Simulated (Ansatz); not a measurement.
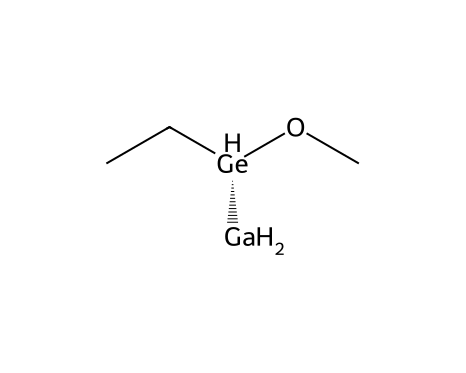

2D structure.

**Give its SMILES.**

C[CH2][Ge@@H]([GaH2])[O]C

**What is the molecular formula?**

C3H11GaGeO.

**An optimisation with PBE0-D4/def2-TZVP gave a structure of which point group?**

C1.

The parts below concern this one geometry. Atoms keep their numbers from picture to picture. Computed geometry: PBE0-D4/def2-TZVP optimisation. No frequency run is at hand to confirm it as a minimum.

### Geometry

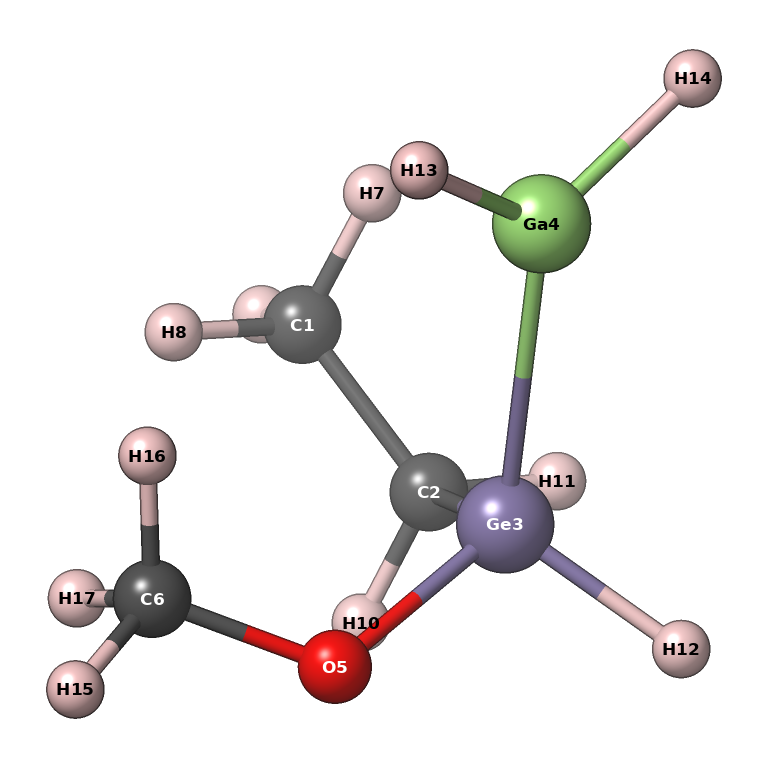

C2 lies behind Ge3. The molecule seen a little off the Ge3–C2 bond, Ge3 in front. Distant atoms are faded towards the background colour. No frequency run is at hand to confirm it as a minimum.

**What is the torsion angle Ga4–Ge3–C2–C1? The sign is positive where the front bond must turn clockwise to cover the back bond.**

−33°, synclinal (gauche).

### Electronic properties

No frequency run is at hand to confirm it as a minimum. Method: RKS PBE0-D4/def2-SVP (Ansatz 0.2.0).

**Estimate the HOMO energy (Kohn–Sham orbital).**

−6.77 eV.

**What is the dispersion correction?**

−35.0 kJ/mol.

**What is the LUMO energy (Kohn–Sham orbital)?**

−2.06 eV.

### Dipole moment

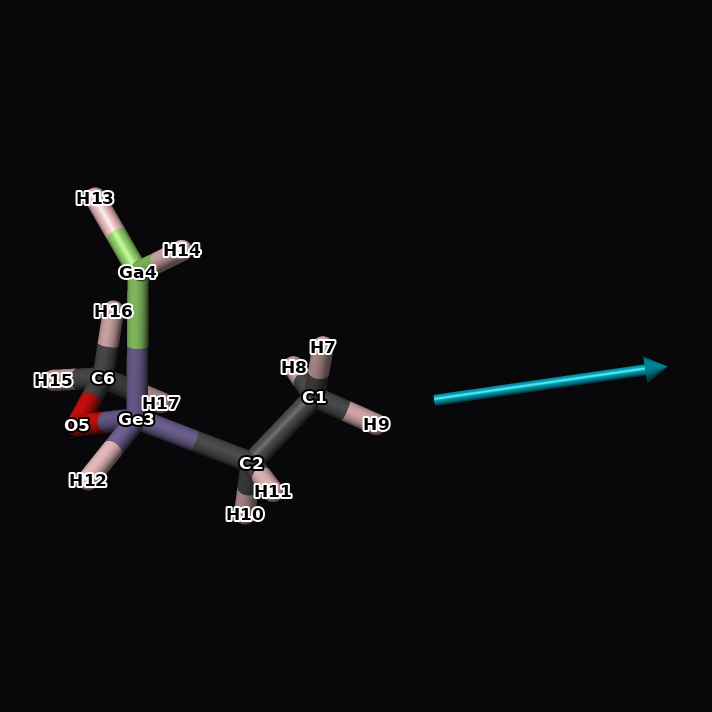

The arrow beside the molecule shows the direction of the dipole moment, from the negative to the positive end (its length means nothing). No frequency run is at hand to confirm it as a minimum. Method: RKS PBE0-D4/def2-TZVP (Ansatz 0.2.0).

**How large is the dipole moment?**

1.63 D; it points from the side of H15 to the side of H9 (the outermost atoms at the two ends).

### Charges

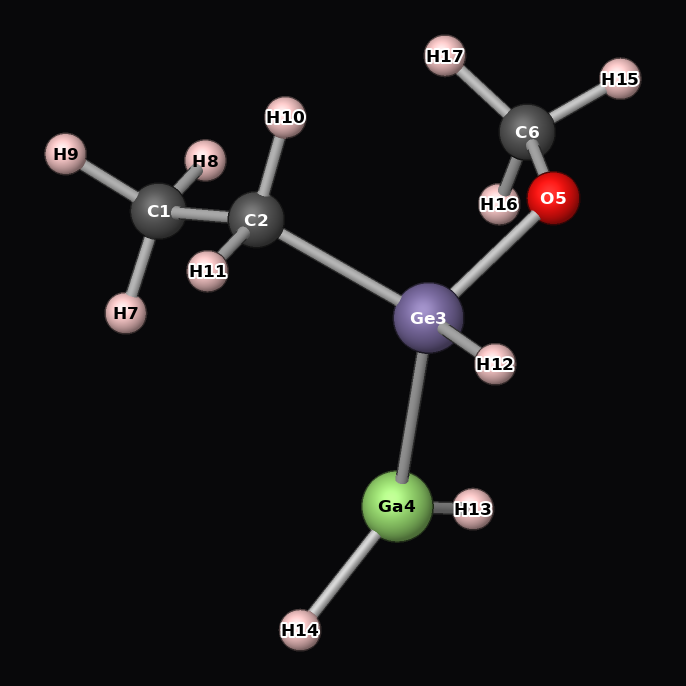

The questions are on Mulliken charges. No frequency run is at hand to confirm it as a minimum. Properties computed with RKS r2SCAN-D4/def2-TZVPP (Ansatz 0.2.0).

Give the Mulliken charges atom by atom.

```csv
atom,value (e)
C1,−0.16
C2,−0.16
Ge3,0.23
Ga4,0.20
O5,−0.43
C6,0.02
H7,0.04
H8,0.06
H9,0.05
H10,0.07
H11,0.06
H12,−0.01
H13,−0.06
H14,−0.07
H15,0.06
H16,0.04
H17,0.04
```

Mulliken values depend strongly on the basis set and can even reverse the polarity of a bond.
